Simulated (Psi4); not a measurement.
Single-point calculation, with input and output: BH₃F (charge −1) (part 1 of 2)

System: BH₃F, charge −1, SMILES [BH3-]F.
Method: DLPNO-CCSD(T)/def2-SVP, RHF (Psi4 1.11).

The geometry comes from this level: GFN2-xTB.

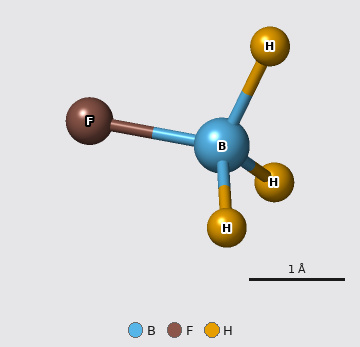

Fig. 1: The structure (ball-and-stick view, seen at a tilt).

The input (job.dat):
```
memory 1.6 GB

molecule molecule1 {
  -1 1
  B     -0.035750     0.029280    -0.033890
  F      0.855550    -0.717910     0.826970
  H     -1.067340     0.264210     0.588100
  H     -0.274560    -0.651290    -1.027540
  H      0.522090     1.075700    -0.353640
  symmetry c1
  no_reorient
  no_com
}

set globals {
  basis def2-SVP
  scf_type df
  freeze_core true
  pno_convergence loose
  guess sap
  maxiter 60
}

e_tot = energy('dlpno-ccsd(t)')
print_variables()
```

Run on 1 thread of Intel Xeon (Granite Rapids), 12 GiB of memory available, shared host.

Launched with:
```bash
psi4 job.dat job.out -n 1
```

Output:
```
Psi4 1.11 release

   => Loading Basis Set <=

    Name: DEF2-SVP
    Role: ORBITAL
    Keyword: BASIS

         ---------------------------------------------------------
                                   SCF
                              RHF Reference
                        1 Threads,   1525 MiB Core
         ---------------------------------------------------------

  ==> Geometry <==

    Molecular point group: c1
    Full point group: C1

    Geometry (in Angstrom), charge = -1, multiplicity = 1:

       Center              X                  Y                   Z               Mass
    ------------   -----------------  -----------------  -----------------  -----------------
         B           -0.035750000000     0.029280000000    -0.033890000000    11.009305360000
         F            0.855550000000    -0.717910000000     0.826970000000    18.998403162730
         H           -1.067340000000     0.264210000000     0.588100000000     1.007825032230
         H           -0.274560000000    -0.651290000000    -1.027540000000     1.007825032230
         H            0.522090000000     1.075700000000    -0.353640000000     1.007825032230

  Running in c1 symmetry.

  Rotational constants: A =      4.10643  B =      0.42814  C =      0.42810 [cm^-1]
  Rotational constants: A = 123107.74096  B =  12835.42514  C =  12834.22998 [MHz]
  Nuclear repulsion =   30.284623548232830

  Charge       = -1
  Multiplicity = 1
  Electrons    = 18
  Nalpha       = 9
  Nbeta        = 9

  ==> Algorithm <==

  SCF Algorithm Type is DF.
  DIIS enabled.
  MOM disabled.
  Fractional occupation disabled.
  Guess Type is SAP.
  Energy threshold   = 1.00e-08
  Density threshold  = 1.00e-08
  Integral threshold = 1.00e-12

  ==> Primary Basis <==

  Basis Set: DEF2-SVP
    Blend: DEF2-SVP
    Number of shells: 21
    Number of basis functions: 43
    Number of Cartesian functions: 45
    Spherical Harmonics?: true
    Max angular momentum: 2

   => Loading Basis Set <=

    Name: (DEF2-SVP AUX)
    Role: JKFIT
    Keyword: DF_BASIS_SCF

  ==> Integral Setup <==

  DFHelper Memory: AOs need 0.004 GiB; user supplied 1.118 GiB.
  SCF_SUBTYPE=INCORE selected. In-core MEM_DF algorithm will be used.
  Using in-core AOs.

  ==> MemDFJK: Density-Fitted J/K Matrices <==

    J tasked:                   Yes
    K tasked:                   Yes
    wK tasked:                   No
    Memory [MiB]:              1144
    Algorithm:                 Core
    Schwarz Cutoff:           1E-12
    Mask sparsity (%):       0.0000
    Fitting Condition:        1E-10

   => Auxiliary Basis Set <=

  Basis Set: (DEF2-SVP AUX)
    Blend: DEF2-UNIVERSAL-JKFIT
    Number of shells: 68
    Number of basis functions: 206
    Number of Cartesian functions: 242
    Spherical Harmonics?: true
    Max angular momentum: 4

  Minimum eigenvalue in the overlap matrix is 9.8855846302E-03.
  Reciprocal condition number of the overlap matrix is 2.2222742356E-03.
    Using symmetric orthogonalization.

  ==> Pre-Iterations <==

  ==> SAP guess <==

   => Molecular Quadrature <=

    Radial Scheme          =       TREUTLER
    Pruning Scheme         =           NONE
    Nuclear Scheme         =       TREUTLER

    Blocking Scheme        =         OCTREE
    BS radius alpha        =              1
    Pruning alpha          =              1
    Radial Points          =             75
    Spherical Points       =            302
    Total Points           =         109500
    Total Blocks           =            864
    Max Points             =            256
    Max Functions          =             43
    Weights Tolerance      =       1.00E-15

   -------------------------------------------------------
    Irrep   Nso     Nmo     Nalpha   Nbeta   Ndocc  Nsocc
   -------------------------------------------------------
     A         43      43       9       9       9       0
   -------------------------------------------------------
    Total      43      43       9       9       9       0
   -------------------------------------------------------

  ==> Iterations <==

                           Total Energy        Delta E     RMS |[F,P]|

   @DF-RHF iter   1:  -125.07894251565317   -1.25079e+02   2.39744e-02 DIIS/ADIIS
   @DF-RHF iter   2:  -125.74780700407675   -6.68864e-01   7.12405e-03 DIIS/ADIIS
   @DF-RHF iter   3:  -125.79281257751644   -4.50056e-02   5.94103e-04 DIIS/ADIIS
   @DF-RHF iter   4:  -125.79332105731899   -5.08480e-04   1.89746e-04 DIIS/ADIIS
   @DF-RHF iter   5:  -125.79337797890147   -5.69216e-05   9.22727e-05 DIIS
   @DF-RHF iter   6:  -125.79338856263800   -1.05837e-05   1.95758e-05 DIIS
   @DF-RHF iter   7:  -125.79338931898805   -7.56350e-07   3.04798e-06 DIIS
   @DF-RHF iter   8:  -125.79338933602754   -1.70395e-08   3.23487e-07 DIIS
   @DF-RHF iter   9:  -125.79338933627642   -2.48875e-10   4.97620e-08 DIIS
   @DF-RHF iter  10:  -125.79338933628274   -6.32383e-12   6.61906e-09 DIIS
  Energy and wave function converged.

  ==> Post-Iterations <==

    Orbital Energies [Eh]
    ---------------------

    Doubly Occupied:

       1A    -25.967121     2A     -7.342648     3A     -1.244034
       4A     -0.478861     5A     -0.370584     6A     -0.370527
       7A     -0.332924     8A     -0.178415     9A     -0.178022

    Virtual:

      10A      0.449943    11A      0.507356    12A      0.507653
      13A      0.565398    14A      0.590314    15A      0.655400
      16A      0.655628    17A      0.931363    18A      1.095483
      19A      1.096240    20A      1.234912    21A      1.434299
      22A      1.434624    23A      1.677033    24A      1.873551
      25A      1.873657    26A      1.953197    27A      1.953574
      28A      1.996103    29A      2.100090    30A      2.200483
      31A      2.240974    32A      2.241970    33A      2.483962
      34A      2.613086    35A      2.613602    36A      3.048316
      37A      3.078742    38A      3.079674    39A      3.796052
      40A      3.796130    41A      4.004200    42A      4.004544
      43A      4.349348

    Final Occupation by Irrep:
              A
    DOCC [     9 ]
    NA   [     9 ]
    NB   [     9 ]

  @DF-RHF Final Energy:  -125.79338933628274

   => Energetics <=

    Nuclear Repulsion Energy =             30.2846235482328296
    One-Electron Energy =                -239.2297520879024262
    Two-Electron Energy =                  83.1517392033868674
    Total Energy =                       -125.7933893362827433

Computation Completed

Properties will be evaluated at   0.000000,   0.000000,   0.000000 [a0]

Properties computed using the SCF density matrix

 Multipole Moments:

 ------------------------------------------------------------------------------------
     Multipole            Electronic (a.u.)      Nuclear  (a.u.)        Total (a.u.)
 ------------------------------------------------------------------------------------

 L = 1.  Multiply by 2.5417464519 to convert [e a0] to [Debye]
 Dipole X            :        -12.9634117           12.6637918           -0.2996199
 Dipole Y            :         10.8820180          -10.6319204            0.2500975
 Dipole Z            :        -12.5339143           12.2458032           -0.2881111
 Magnitude           :                                                    0.4851071

 ------------------------------------------------------------------------------------

	total time  =          0 seconds =       0.00 minutes

  //>>>>>>>>>>>>>>>>>>>>>>>>>>>>>>>>>>>//
  //           DLPNO-CCSD(T)           //
  //<<<<<<<<<<<<<<<<<<<<<<<<<<<<<<<<<<<//

   => Loading Basis Set <=

    Name: (DEF2-SVP AUX)
    Role: RIFIT
    Keyword: DF_BASIS_CC

   --------------------------------------------
                    DLPNO-CCSD
   --------------------------------------------

  DLPNO convergence set to LOOSE.

  Detailed DLPNO thresholds and cutoffs:
    T_CUT_PNO        = 1.0000e-06
    T_DIAG_SCALE     = 3.0000e-02
    T_CORE_SCALE     = 1.0000e-02
    T_CUT_TRACE      = 9.0000e-01
    T_CUT_ENERGY     = 9.0000e-01
    T_CUT_PAIRS      = 1.0000e-03
    T_CUT_PAIRS_MP2  = 1.0000e-06
    T_CUT_PRE        = 1.0000e-06
    T_CUT_DO_PRE     = 3.0000e-02
    T_CUT_MKN        = 1.0000e-03
    T_CUT_PNO_MP2    = 1.0000e-08
    T_CUT_TRACE_MP2  = 9.9000e-01
    T_CUT_ENERGY_MP2 = 9.9000e-01
    T_CUT_DO         = 2.0000e-02
    T_CUT_DO_IJ      = 1.0000e-05
    T_CUT_DO_UV      = 1.0000e-05
    T_CUT_CLMO       = 1.0000e-04
    T_CUT_CPAO       = 1.0000e-04
    S_CUT            = 1.0000e-08
    F_CUT            = 1.0000e-05
    INTS_TOL (AO)    = 1.0000e-10
    MIN_PNOS         =      5

  ==> Basis Set Information <==

   ----------------------------------------------
      NBF   NFRZC   NACT   NDOCC   NVIR   NAUX
   ----------------------------------------------
       43      2      7       9      34    138
   ----------------------------------------------

  ==> Boys Localizer <==

    Convergence =   1.000E-12
    Maxiter     =        1000

    Iteration                   Metric       Residual
    @Boys    0   1.9024692345214753E+01              -
    @Boys    1   3.6582450332253408E+01   9.228931E-01
    @Boys    2   3.8478354266723791E+01   5.182550E-02
    @Boys    3   3.8516664846045884E+01   9.956398E-04
    @Boys    4   3.8521665273918906E+01   1.298250E-04
    @Boys    5   3.8525201284093477E+01   9.179277E-05
    @Boys    6   3.8526189300865873E+01   2.564599E-05
    @Boys    7   3.8526749108011160E+01   1.453056E-05
    @Boys    8   3.8527067882880651E+01   8.274118E-06
    @Boys    9   3.8527446939232341E+01   9.838702E-06
    @Boys   10   3.8527724960461370E+01   7.216186E-06
    @Boys   11   3.8527976549333466E+01   6.530073E-06
    @Boys   12   3.8528191272658475E+01   5.573179E-06
    @Boys   13   3.8528431720115535E+01   6.240819E-06
    @Boys   14   3.8528631763093635E+01   5.192087E-06
    @Boys   15   3.8528739061035736E+01   2.784888E-06
    @Boys   16   3.8528858319630118E+01   3.095315E-06
    @Boys   17   3.8528968359442700E+01   2.856036E-06
    @Boys   18   3.8529040915175372E+01   1.883148E-06
    @Boys   19   3.8529103772602994E+01   1.631430E-06
    @Boys   20   3.8529166041525421E+01   1.616153E-06
    @Boys   21   3.8529240618369535E+01   1.935595E-06
    @Boys   22   3.8529284417721072E+01   1.136782E-06
    @Boys   23   3.8529323093504360E+01   1.003802E-06
    @Boys   24   3.8529367147188793E+01   1.143381E-06
    @Boys   25   3.8529401139245152E+01   8.822376E-07
    @Boys   26   3.8529429758994382E+01   7.428029E-07
    @Boys   27   3.8529446725648235E+01   4.403557E-07
    @Boys   28   3.8529462537341338E+01   4.103794E-07
    @Boys   29   3.8529479211110775E+01   4.327538E-07
    @Boys   30   3.8529488871757721E+01   2.507339E-07
    @Boys   31   3.8529498572794097E+01   2.517821E-07
    @Boys   32   3.8529508287891112E+01   2.521470E-07
    @Boys   33   3.8529516441320538E+01   2.116152E-07
    @Boys   34   3.8529522779154405E+01   1.644930E-07
    @Boys   35   3.8529528878022035E+01   1.582908E-07
    @Boys   36   3.8529533972100062E+01   1.322123E-07
    @Boys   37   3.8529536727551417E+01   7.151530E-08
    @Boys   38   3.8529540080129863E+01   8.701320E-08
    @Boys   39   3.8529542704800832E+01   6.812100E-08
    @Boys   40   3.8529545114127387E+01   6.253193E-08
    @Boys   41   3.8529546318515933E+01   3.125883E-08
    @Boys   42   3.8529547676506873E+01   3.524544E-08
    @Boys   43   3.8529548587475361E+01   2.364337E-08
    @Boys   44   3.8529549666645224E+01   2.800889E-08
    @Boys   45   3.8529550475379111E+01   2.098996E-08
    @Boys   46   3.8529551109773365E+01   1.646514E-08
    @Boys   47   3.8529551780957775E+01   1.741999E-08
    @Boys   48   3.8529552338919103E+01   1.448139E-08
    @Boys   49   3.8529552721993227E+01   9.942346E-09
    @Boys   50   3.8529553103374511E+01   9.898409E-09
    @Boys   51   3.8529553397014276E+01   7.621157E-09
    @Boys   52   3.8529553689702546E+01   7.596462E-09
    @Boys   53   3.8529553952193382E+01   6.812714E-09
    @Boys   54   3.8529554103360397E+01   3.923404E-09
    @Boys   55   3.8529554255983754E+01   3.961202E-09
    @Boys   56   3.8529554373708201E+01   3.055432E-09
    @Boys   57   3.8529554462905885E+01   2.315046E-09
    @Boys   58   3.8529554556962701E+01   2.441160E-09
    @Boys   59   3.8529554619177823E+01   1.614738E-09
    @Boys   60   3.8529554684876786E+01   1.705158E-09
    @Boys   61   3.8529554733943684E+01   1.273487E-09
    @Boys   62   3.8529554785739904E+01   1.344324E-09
    @Boys   63   3.8529554815980241E+01   7.848608E-10
    @Boys   64   3.8529554857985680E+01   1.090213E-09
    @Boys   65   3.8529554888079403E+01   7.810556E-10
    @Boys   66   3.8529554914212675E+01   6.782656E-10
    @Boys   67   3.8529554939042164E+01   6.444271E-10
    @Boys   68   3.8529554957126329E+01   4.693583E-10
    @Boys   69   3.8529554970861135E+01   3.564745E-10
    @Boys   70   3.8529554983311748E+01   3.231445E-10
    @Boys   71   3.8529554995228111E+01   3.092785E-10
    @Boys   72   3.8529555004465124E+01   2.397384E-10
    @Boys   73   3.8529555010251499E+01   1.501802E-10
    @Boys   74   3.8529555018138829E+01   2.047086E-10
    @Boys   75   3.8529555025761383E+01   1.978365E-10
    @Boys   76   3.8529555031266554E+01   1.428818E-10
    @Boys   77   3.8529555035449434E+01   1.085629E-10
    @Boys   78   3.8529555039506839E+01   1.053063E-10
    @Boys   79   3.8529555042481554E+01   7.720607E-11
    @Boys   80   3.8529555043946083E+01   3.801051E-11
    @Boys   81   3.8529555045934750E+01   5.161407E-11
    @Boys   82   3.8529555047455439E+01   3.946813E-11
    @Boys   83   3.8529555048820185E+01   3.542077E-11
    @Boys   84   3.8529555050112336E+01   3.353660E-11
    @Boys   85   3.8529555051043523E+01   2.416814E-11
    @Boys   86   3.8529555051552578E+01   1.321204E-11
    @Boys   87   3.8529555051959235E+01   1.055444E-11
    @Boys   88   3.8529555052600166E+01   1.663478E-11
    @Boys   89   3.8529555053059440E+01   1.192003E-11
    @Boys   90   3.8529555053330462E+01   7.034141E-12
    @Boys   91   3.8529555053739983E+01   1.062876E-11
    @Boys   92   3.8529555053980360E+01   6.238759E-12
    @Boys   93   3.8529555054118511E+01   3.585581E-12
    @Boys   94   3.8529555054273978E+01   4.035000E-12
    @Boys   95   3.8529555054433878E+01   4.150075E-12
    @Boys   96   3.8529555054609247E+01   4.551546E-12
    @Boys   97   3.8529555054710862E+01   2.637319E-12
    @Boys   98   3.8529555054813471E+01   2.663137E-12
    @Boys   99   3.8529555054883609E+01   1.820360E-12
    @Boys  100   3.8529555054942449E+01   1.527140E-12
    @Boys  101   3.8529555054991420E+01   1.270988E-12
    @Boys  102   3.8529555055034827E+01   1.126591E-12
    @Boys  103   3.8529555055076798E+01   1.089339E-12
    @Boys  104   3.8529555055105988E+01   7.575768E-13

    Boys Localizer converged.

  ==> Crude Prescreening (Determines Semicanonical-MP2 Pairs) <==

    T_CUT_MKN set to 1.000e-01
    T_CUT_DO  set to 4.000e-02

  ==> Forming Local MO Domains <==

    Auxiliary BFs per Local MO:
      Average =   60 AUX BFs (1 atoms)
      Min     =   48 AUX BFs (1 atoms)
      Max     =   96 AUX BFs (2 atoms)

    Projected AOs per Local MO:
      Average =   38 PAOs (4 atoms)
      Min     =   33 PAOs (3 atoms)
      Max     =   43 PAOs (5 atoms)

    Local MOs per Local MO:
      Average =    7 LMOs
      Min     =    7 LMOs
      Max     =    7 LMOs
```
